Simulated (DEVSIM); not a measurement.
Device: Ru/SiO2/p-Si capacitor, at 300 K.

```tsv
layer (left to right)	material	thickness (nm)	Na (cm⁻³)
1	SiO2	11.0	-
2	Si	2200	6.7e16
```

Metal gate on the left, work function 4.7 eV. Fixed charge at the semiconductor interface 0 cm⁻² (in units of +e); interface traps 7.4e10 cm⁻² eV⁻¹, uniform in energy, neutral level at 0.5 of the gap above the valence band.

This is a model device: material constants are rounded textbook-type values typed into the input, and sizes, dopings and lifetimes were drawn at random. Values at 300 K.

```csv
parameter,SiO2,Si
gap (eV),9,1.124
affinity (eV),0.9,4.05
permittivity,3.9,11.7
Nc (cm⁻³),-,2.86e19
Nv (cm⁻³),-,3.1e19
```

Simulated with DEVSIM: 1D Poisson equation in equilibrium, Boltzmann statistics, complete ionisation; no quantum confinement or tunnelling. Metal contacts follow the ideal Schottky-Mott rule: no Fermi-level pinning, no interface dipoles.

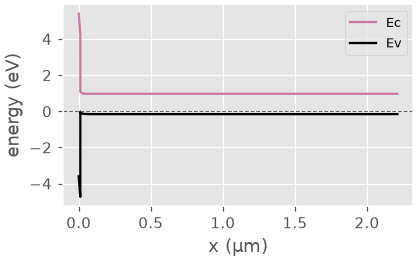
Band edges at -1.6 V on the gate

Energies count from the Fermi level of the right contact; mesh points crowd at the junctions.

```json
[
 {"x (μm)": "0.000", "Ec (eV)": "5.400", "Ev (eV)": "-3.600", "n (cm⁻³)": "< 1e2", "p (cm⁻³)": "< 1e2", "field (V/cm)": "-1000000"},
 {"x (μm)": "0.001252", "Ec (eV)": "5.270", "Ev (eV)": "-3.730", "n (cm⁻³)": "< 1e2", "p (cm⁻³)": "< 1e2", "field (V/cm)": "-1000000"},
 {"x (μm)": "0.003561", "Ec (eV)": "5.029", "Ev (eV)": "-3.971", "n (cm⁻³)": "< 1e2", "p (cm⁻³)": "< 1e2", "field (V/cm)": "-1000000"},
 {"x (μm)": "0.006987", "Ec (eV)": "4.673", "Ev (eV)": "-4.327", "n (cm⁻³)": "< 1e2", "p (cm⁻³)": "< 1e2", "field (V/cm)": "-1000000"},
 {"x (μm)": "0.01007", "Ec (eV)": "4.351", "Ev (eV)": "-4.649", "n (cm⁻³)": "< 1e2", "p (cm⁻³)": "< 1e2", "field (V/cm)": "-1000000"},
 {"x (μm)": "0.01117", "Ec (eV)": "1.100", "Ev (eV)": "-0.024", "n (cm⁻³)": "< 1e2", "p (cm⁻³)": "1.2e19", "field (V/cm)": "-310000"},
 {"x (μm)": "0.01264", "Ec (eV)": "1.068", "Ev (eV)": "-0.056", "n (cm⁻³)": "< 1e2", "p (cm⁻³)": "3.5e18", "field (V/cm)": "-160000"},
 {"x (μm)": "0.01784", "Ec (eV)": "1.021", "Ev (eV)": "-0.103", "n (cm⁻³)": "200", "p (cm⁻³)": "5.7e17", "field (V/cm)": "-54000"},
 {"x (μm)": "0.02670", "Ec (eV)": "0.992", "Ev (eV)": "-0.132", "n (cm⁻³)": "630", "p (cm⁻³)": "1.9e17", "field (V/cm)": "-20000"},
 {"x (μm)": "0.04657", "Ec (eV)": "0.972", "Ev (eV)": "-0.152", "n (cm⁻³)": "1300", "p (cm⁻³)": "8.6e16", "field (V/cm)": "-4400"},
 {"x (μm)": "0.08989", "Ec (eV)": "0.966", "Ev (eV)": "-0.158", "n (cm⁻³)": "1700", "p (cm⁻³)": "6.8e16", "field (V/cm)": "-260"},
 {"x (μm)": "0.2309", "Ec (eV)": "0.965", "Ev (eV)": "-0.159", "n (cm⁻³)": "1700", "p (cm⁻³)": "6.7e16", "field (V/cm)": "≈ 0"},
 {"x (μm)": "0.4916", "Ec (eV)": "0.965", "Ev (eV)": "-0.159", "n (cm⁻³)": "1700", "p (cm⁻³)": "6.7e16", "field (V/cm)": "≈ 0"},
 {"x (μm)": "1.060", "Ec (eV)": "0.965", "Ev (eV)": "-0.159", "n (cm⁻³)": "1700", "p (cm⁻³)": "6.7e16", "field (V/cm)": "≈ 0"},
 {"x (μm)": "1.786", "Ec (eV)": "0.965", "Ev (eV)": "-0.159", "n (cm⁻³)": "1700", "p (cm⁻³)": "6.7e16", "field (V/cm)": "≈ 0"},
 {"x (μm)": "2.016", "Ec (eV)": "0.965", "Ev (eV)": "-0.159", "n (cm⁻³)": "1700", "p (cm⁻³)": "6.7e16", "field (V/cm)": "≈ 0"},
 {"x (μm)": "2.122", "Ec (eV)": "0.965", "Ev (eV)": "-0.159", "n (cm⁻³)": "1700", "p (cm⁻³)": "6.7e16", "field (V/cm)": "≈ 0"},
 {"x (μm)": "2.171", "Ec (eV)": "0.965", "Ev (eV)": "-0.159", "n (cm⁻³)": "1700", "p (cm⁻³)": "6.7e16", "field (V/cm)": "≈ 0"},
 {"x (μm)": "2.197", "Ec (eV)": "0.965", "Ev (eV)": "-0.159", "n (cm⁻³)": "1700", "p (cm⁻³)": "6.7e16", "field (V/cm)": "≈ 0"},
 {"x (μm)": "2.205", "Ec (eV)": "0.965", "Ev (eV)": "-0.159", "n (cm⁻³)": "1700", "p (cm⁻³)": "6.7e16", "field (V/cm)": "≈ 0"},
 {"x (μm)": "2.209", "Ec (eV)": "0.965", "Ev (eV)": "-0.159", "n (cm⁻³)": "1700", "p (cm⁻³)": "6.7e16", "field (V/cm)": "≈ 0"},
 {"x (μm)": "2.211", "Ec (eV)": "0.965", "Ev (eV)": "-0.159", "n (cm⁻³)": "1700", "p (cm⁻³)": "6.7e16", "field (V/cm)": "≈ 0"}
]
```
